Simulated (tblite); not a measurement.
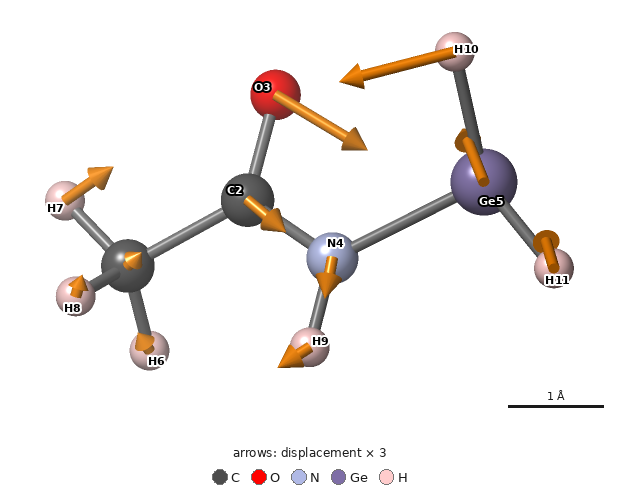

This is a relaxation of C₂H₆GeNO (multiplicity 2). The starting structure is drawn; orange arrows show the displacements, magnified 3 times. The two geometries are superimposed by the best rigid fit.

A ball-and-stick model, seen at a tilt.

Level of theory: GFN2-xTB geometry optimisation, gas phase in tblite 0.8.0. 

Describe the change and its energy.

An H atom moves most after the best rigid fit: 0.42 Å. Largest moves by element: H 0.42 Å, O 0.39 Å, Ge 0.34 Å, C 0.20 Å, N 0.16 Å. Among the contacts that change: Ge–O 3.085 → 2.460 Å, C–N 1.432 → 1.328 Å, Ge–H 1.546 → 1.617 Å, Ge–N 1.862 → 1.929 Å. Among the angles between lasting bonds that change: C–N–Ge 122.4° → 103.4°, Ge–N–H 117.4° → 136.1°, N–Ge–H 110.0° → 95.9°. The energy falls by 62.2 kJ/mol in 54 geometry steps. The run took 0.33 s on 1 thread of Arm Neoverse N1, with other jobs on the host.
